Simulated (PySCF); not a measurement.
## Electronic structure of C$_{7}$H$_{14}$N$_{2}$ in real space

Input

```
{"job": {"kind": "nmr", "xc": "PBE0", "basis": "pcSseg-1"}, "charge": 0, "multiplicity": 1}
C     -3.374542    -0.378457     0.546568
C     -2.017035     0.302559     0.667796
C     -1.105031     0.001726    -0.528632
C     -0.635355    -1.436440    -0.540327
N      0.613038    -1.569104    -0.342834
N      1.194201    -0.371082    -0.132084
C      2.576648    -0.236785    -0.508069
C      3.296403     0.767564     0.384201
C      0.256055     0.714988    -0.429327
H     -3.266205    -1.459744     0.543325
H     -4.010068    -0.102517     1.384858
H     -3.871887    -0.079867    -0.374321
H     -1.520576    -0.025298     1.584221
H     -2.163031     1.384278     0.730640
H     -1.640342     0.252976    -1.450218
H     -1.271570    -2.291076    -0.660055
H      3.023791    -1.226601    -0.399925
H      2.669460     0.074151    -1.562483
H      4.347220     0.817044     0.111762
H      3.216190     0.467516     1.425429
H      2.863854     1.759045     0.273934
H      0.279423     1.454038     0.374534
H      0.534607     1.208071    -1.370675
```

Launched as:

```sh
OMP_NUM_THREADS=1 python probes_run.py task.json out
```

Geometry: GFN2-xTB.

The calculation used PySCF 2.14.0, PBE0/pcSseg-1, SCF density, gas phase, non-relativistic.

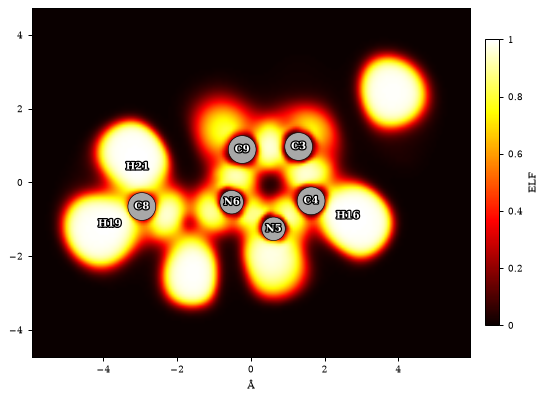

Figure 1. Electron localisation function on the plane of atoms N5, C4 and H16. Grey discs cover the atomic cores.

Question: Interpret the plot.

Answer: Atoms in the plane: C, N and H. C–N (1.27 Å): the ELF peaks at about 0.90 between the atoms; a multiple bond. N–N (1.35 Å): the ELF peaks at about 0.90 between the atoms: a covalent bond. C–C (1.51 Å): the ELF peaks at about 0.95 between the atoms (a shared electron pair). C–H (1.07 Å): the ELF climbs to about 1 towards the hydrogen, as it does in any bond to H; a covalent bond by its length. C–N (1.47 Å): the ELF peaks at about 0.95 between the atoms: a shared electron pair. The ELF also peaks beside N5, away from the bonds: lone-pair regions.

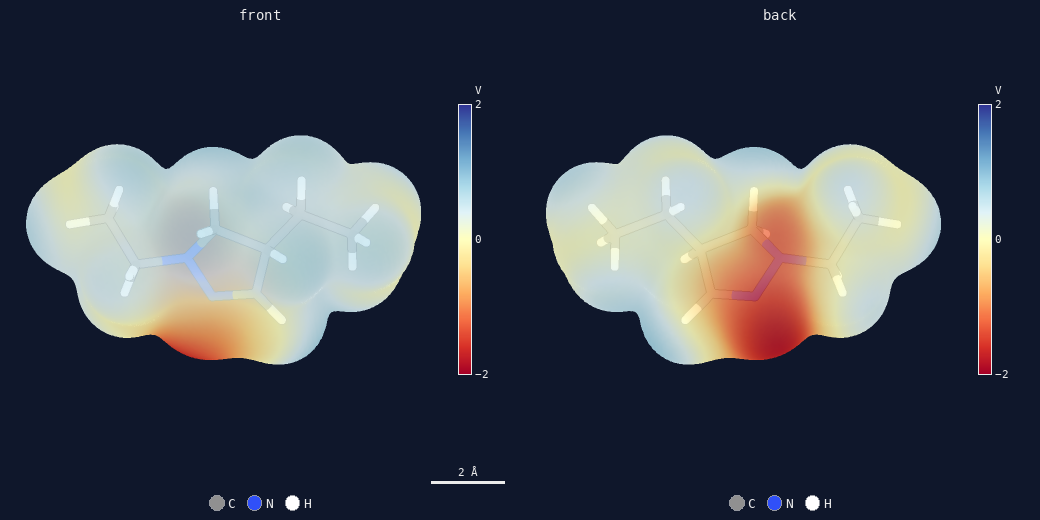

Figure 2. The electrostatic potential painted on the density surface at 0.002 e/bohr³, seen from the front and from behind; the colour scale runs from red (negative) to blue (positive).

Question: Where is the surface potential most negative and most positive?

Answer: The most negative region (about −1.8 V) lies over N5, the most positive (about +0.8 V) over H16. N5 is the likeliest acceptor of a hydrogen bond.

Question: How polar is the molecule by this calculation?

Answer: Its dipole moment is 2.07 D.
